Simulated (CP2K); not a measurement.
# BSiNH3F (SMILES F[SiH]1BN1): a first try and a second

Aim: energy and gradient of BSiNH3F at PM6.

The calculation is run with CP2K 2026.2.

1 further run of the same task is left out (set aside as unsound or not needed).

## Step 1: Starting point

BSiNH3F: 7 atoms, total charge 0, spin state singlet. As SMILES, `F[SiH]1BN1`. The shape is that of a GFN2-xTB optimisation.

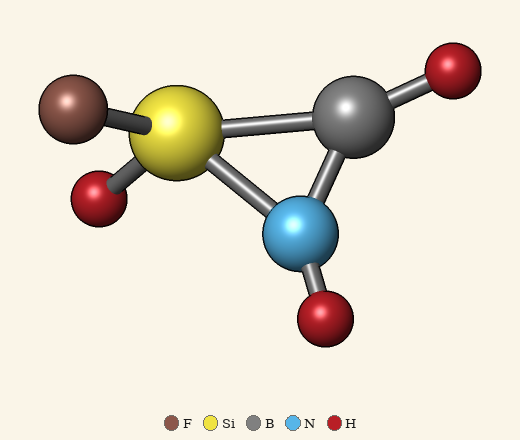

The structure, seen from a chosen angle (fluorine brown, silicon yellow, boron grey, nitrogen blue, hydrogen red).

## Step 2: Try one

Input file calc.inp:

```
&GLOBAL
   PROJECT calc
   RUN_TYPE SINGLE_POINT
   PRINT_LEVEL MEDIUM
&END GLOBAL

&FORCE_EVAL
   METHOD QUICKSTEP
   &DFT
      &QS
         METHOD PM6
         EPS_DEFAULT 1.0E-10
         &SE
            &COULOMB
               CUTOFF [angstrom] 50
               RC_RANGE [angstrom] 0
            &END COULOMB
            &EXCHANGE
               CUTOFF [angstrom] 50
               RC_RANGE [angstrom] 0
            &END EXCHANGE
         &END SE
      &END QS
      &POISSON
         PERIODIC NONE
         POISSON_SOLVER ANALYTIC
      &END POISSON
      &SCF
         SCF_GUESS ATOMIC
         EPS_SCF 1.0E-06
         MAX_SCF 30
         &OT
            MINIMIZER CG
            PRECONDITIONER FULL_SINGLE_INVERSE
         &END OT
         &OUTER_SCF
            EPS_SCF 1.0E-06
            MAX_SCF 8
         &END OUTER_SCF
      &END SCF
      &PRINT
         &MOMENTS
            PERIODIC F
            REFERENCE COM
            MAX_MOMENT 1
         &END MOMENTS
         &MO_CUBES
            NLUMO 5
            NHOMO -1
            WRITE_CUBE F
         &END MO_CUBES
         &HIRSHFELD OFF
         &END HIRSHFELD
      &END PRINT
   &END DFT
   &SUBSYS
      &CELL
         ABC 11.1 10.4 11.8
         PERIODIC NONE
      &END CELL
      &COORD
         F     -1.281150    -1.626020    -0.655760
         Si    -0.883030    -0.069070    -0.395380
         B      0.205250     0.436710     1.072250
         N      0.864600     0.060240    -0.073560
         H     -1.208870     0.511610    -1.684510
         H      0.498770     0.771530     2.142920
         H      1.804440    -0.085010    -0.405960
      &END COORD
      &TOPOLOGY
         &CENTER_COORDINATES
         &END CENTER_COORDINATES
      &END TOPOLOGY
   &END SUBSYS
   &PRINT
      &FORCES ON
      &END FORCES
   &END PRINT
&END FORCE_EVAL
```

The run is started by

```sh
$ OMP_NUM_THREADS=1 cp2k.psmp calc.inp > calc.out
```

The log of the run:

```text
*******************************************************************************
 *   ___                                                                       *
 *  /   \                                                                      *
 * [ABORT]                                                                     *
 *  \___/               invalid value for enumeration:SINGLE_POINT             *
 *    |                                                                        *
 *  O/|                                                                        *
 * /| |                                                                        *
 * / \                                     input/input_enumeration_types.F:215 *
 *******************************************************************************

 ===== Routine Calling Stack =====

            4 val_create_parsing
            3 section_vals_parse
            2 section_vals_parse
            1 read_input

Program received signal SIGABRT: Process abort signal.

Backtrace for this error:
#0  0x403f27f6f957 in ???
#1  0x403f48824cac in __pthread_kill_implementation
#2  0x403f487cbfb7 in raise
#3  0x403f487b5d37 in abort
#4  0x403f28642d83 in ???
#5  0x403f28644297 in ???
#6  0x403f28644497 in ???
#7  0x403f287a226f in ???
#8  0x403f287b183b in ???
#9  0x403f287b367b in ???
#10  0x403f287b38f7 in ???
#11  0x403f28089807 in ???
#12  0x403f288f4e8b in ???
#13  0x403f288f9d0b in ???
#14  0x403f28010db3 in ???
#15  0x403f2800ef13 in ???
#16  0x403f487b6573 in __libc_start_call_main
#17  0x403f487b6657 in __libc_start_main_impl
#18  0x403f2800f06f in ???
#19  0xffffffffffffffff in ???
```

Wall time 0.32 s (1 thread of Arm Neoverse N1, shared host); peak memory 0.13 GiB.

## Step 3: What went wrong

The input was rejected.

The log says `\___/               invalid value for enumeration:SINGLE_POINT`. Cause: unknown run type.

## Step 4: Second attempt

Input file molecule.inp:

```
&force_eval
  method QS
  &dft
    &qs
      method PM6
      eps_default 1.0E-10
      &se
        &coulomb
          cutoff [angstrom] 50
          rc_range [angstrom] 0
        &end coulomb
        &exchange
          cutoff [angstrom] 50
          rc_range [angstrom] 0
        &end exchange
      &end se
    &end qs
    &poisson
      periodic NONE
      poisson_solver ANALYTIC
    &end poisson
    &scf
      scf_guess ATOMIC
      eps_scf 1.0E-06
      max_scf 30
      &ot
        minimizer CG
        preconditioner FULL_SINGLE_INVERSE
      &end ot
      &outer_scf
        eps_scf 1.0E-06
        max_scf 8
      &end outer_scf
    &end scf
    &print
      &moments
        periodic F
        reference COM
        max_moment 1
      &end moments
      &mo_cubes
        nlumo 5
        nhomo -1
        write_cube F
      &end mo_cubes
      &hirshfeld OFF
      &end hirshfeld
    &end print
  &end dft
  &subsys
    &cell
      abc 11.1 10.4 11.8
      periodic NONE
    &end cell
    &coord
      F     -1.281150    -1.626020    -0.655760
      Si    -0.883030    -0.069070    -0.395380
      B      0.205250     0.436710     1.072250
      N      0.864600     0.060240    -0.073560
      H     -1.208870     0.511610    -1.684510
      H      0.498770     0.771530     2.142920
      H      1.804440    -0.085010    -0.405960
    &end coord
    &topology
      &center_coordinates
      &end center_coordinates
    &end topology
  &end subsys
  &print
    &forces ON
    &end forces
  &end print
&end force_eval

&global
  project_name molecule
  run_type ENERGY_FORCE
  print_level MEDIUM
&end global
```

The run is started by

```sh
$ OMP_NUM_THREADS=1 cp2k.psmp -i molecule.inp > molecule.out 2>&1
```

The log of the run:

```text
CP2K| version string:                                       CP2K version 2026.2
[...]
 GLOBAL| Method name                                                        CP2K
[...]
 GLOBAL| Run type                                                   ENERGY_FORCE
[...]
                             - Atoms:                                          7
[...]
                             - Spherical basis functions:                     24
[...]
 Number of electrons:                                                         22
[...]
     1 OT CG       0.80E-01    0.0     0.40600723       -26.1027845813 -2.61E+01
[...]
    14 OT CG       0.22E+00    0.0     0.00000089       -30.1275986217 -7.21E-11
  *** SCF run converged in    14 steps ***
  Core-core repulsion energy [eV]:                           1037.55045187723363
  Core Hamiltonian energy [eV]:                             -1346.83385738975562
  Two-electron integral energy [eV]:                        -1021.06049051682089
  Electronic energy [eV]:                                   -1857.36410264816595
  Total energy [eV]:                                         -819.81365077093233
  Atomic reference energy [eV]:                               817.89695776037922
  Heat of formation [kcal/mol]:                               -44.19999435088391
[...]
 SE_DIPOLE| Moment [Debye]         -0.70065489      -1.47021854       0.29616643
 SE_DIPOLE| Derivative [a.u.]       0.00000000       0.00000000       0.00000000
 *** WARNING in qs_scf_post_se.F:140 :: Printing of MO cube files not ***
 *** implemented for Semi-Empirical method.                           ***
 ENERGY| Total FORCE_EVAL ( QS ) energy [hartree]            -30.127598621709303
 FORCES| Atomic forces [hartree/bohr]
 FORCES|   Atom     x               y               z               |f|
 FORCES|      1 -4.78554041E-03  1.16519448E-02  8.04322342E-03   1.49453223E-02
 FORCES|      2  1.54281437E-02 -3.09463103E-02 -3.11709751E-02   4.65546070E-02
 FORCES|      3 -2.96768624E-03  1.48913072E-02  3.93952635E-02   4.22201963E-02
 FORCES|      4 -1.42470160E-03 -1.07798116E-02 -3.77412428E-02   3.92763990E-02
 FORCES|      5 -7.17914836E-03  8.40088526E-03  1.20755249E-03   1.11163496E-02
 FORCES|      6  2.49656955E-03  3.44351682E-03  1.20575857E-02   1.27857750E-02
 FORCES|      7 -1.56763659E-03  3.33846779E-03  8.20859277E-03   8.99910257E-03
 FORCES| Sum     2.35922393E-16  9.36750677E-17 -2.77555756E-16
 FORCES| Total atomic force                                       3.76127095E-16
[...]
```

Run time: 1 s. Hardware: 1 thread of Arm Neoverse N1, shared host; peak memory 0.14 GiB.

## Step 5: What came out

Level: PM6.

| quantity | value |
| --- | --- |
| total energy | -30.12760 Eh |
| dipole moment | 1.66 D |
| heat of formation at this unrelaxed shape | -44.2 kcal/mol |
| largest force on an atom | 2.394 eV/Å |

What this shows: The largest force is 2.39 eV/Å: the shape isn't a stationary point for this species at this level.
